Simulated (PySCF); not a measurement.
Vertical excitations of a molecule C₃H₅BO₂ from TDA-PBE/def2-SVPD (PySCF 2.14.0), as energy in eV (oscillator strength): 5.11 (0.003), 5.52 (0.187), 5.59 (0.001), 6.03 (0.013), 6.35 (0.007), 6.84 (0.003), 6.98 (0.010), 7.28 (0.002), 7.37 (0.022), 7.49 (0.012). Lowest triplet (TDA): 3.74 eV. The structure is a stationary point at B3LYP-D3(BJ)/def2-SVP. Other conformers were not sampled.

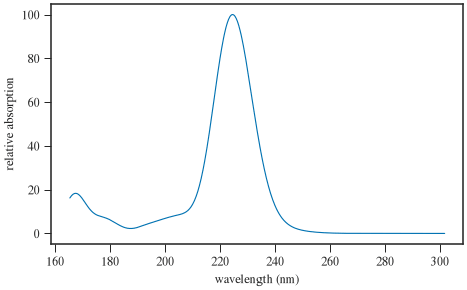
*The lines broadened by 0.4 eV.*

Problem. Which molecule gave these data?
A. CB1COC1=O
B. OB1C=COC1
C. OB1CC=CO1
D. O=C1CCB1O

Solution. B, OB1C=COC1
